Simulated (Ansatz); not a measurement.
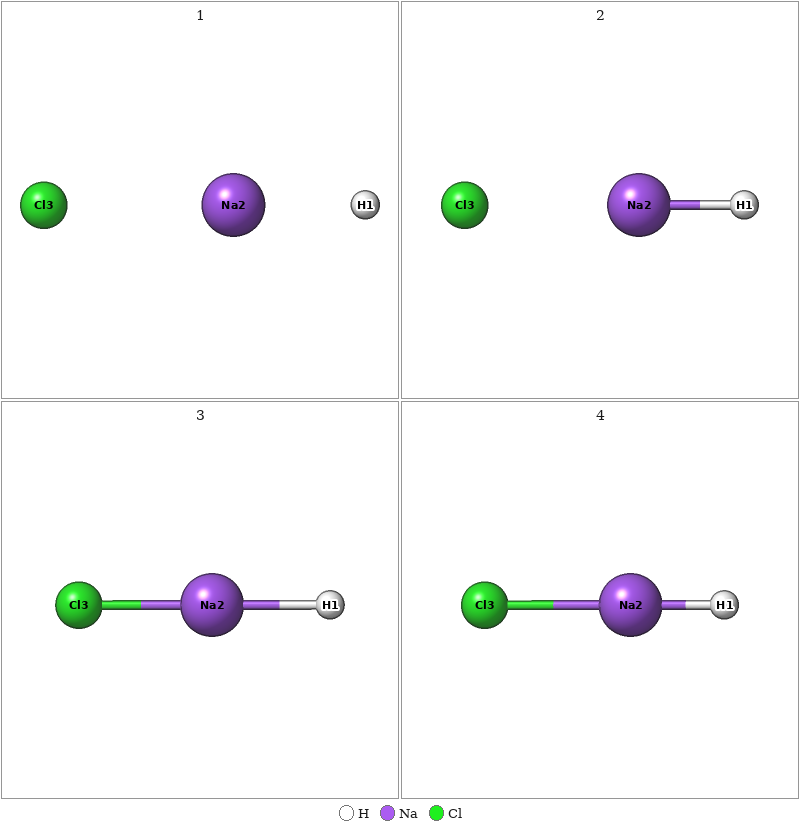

The system H + NaCl, spin multiplicity 2. 
- The first coordinate is: distance H1–Na2; the second: distance Na2–Cl3.
- Nothing is relaxed (the angle H1–Na2–Cl3 is fixed at 180 degrees).
- The scan uses a 10 × 10 grid.
- Energies are in kcal/mol, from the lowest grid point.
- Theory: UKS PBE-D4/def2-TZVPD in Ansatz 0.2.0.

The numbered pictures are structures from this grid.

**Rank them by energy, lowest first.**

3, at distance H1–Na2 = 2.412 Å, distance Na2–Cl3 = 2.719 Å: 3.6 kcal/mol; 4, at distance H1–Na2 = 1.916 Å, distance Na2–Cl3 = 2.980 Å: 9.6 kcal/mol; 2, at distance H1–Na2 = 2.151 Å, distance Na2–Cl3 = 3.561 Å: 18.8 kcal/mol; 1, at distance H1–Na2 = 2.694 Å, distance Na2–Cl3 = 3.875 Å: 27.3 kcal/mol.

The map, with the structures marked:

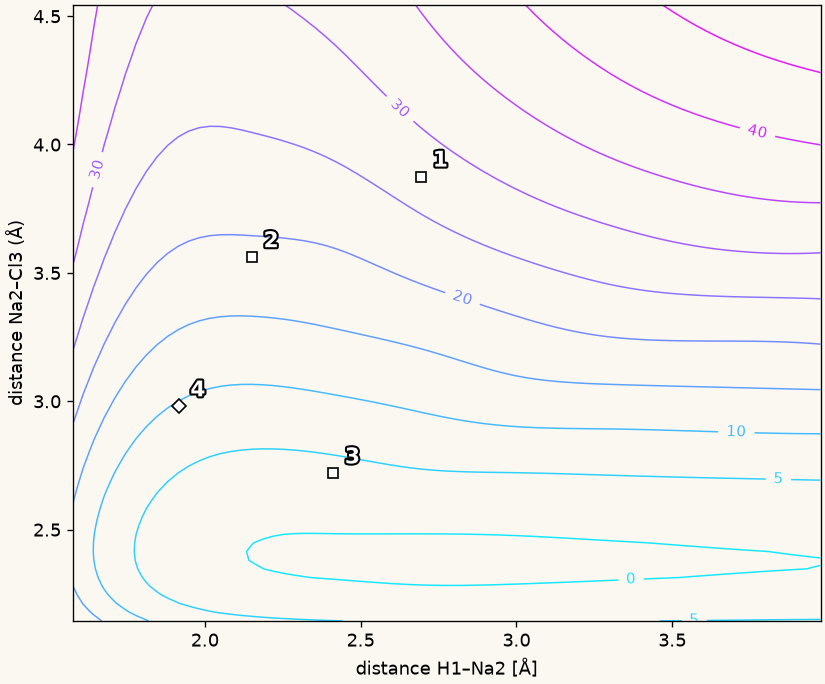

In the figure: contour lines labelled in kcal/mol. Between grid points the surface is interpolated.
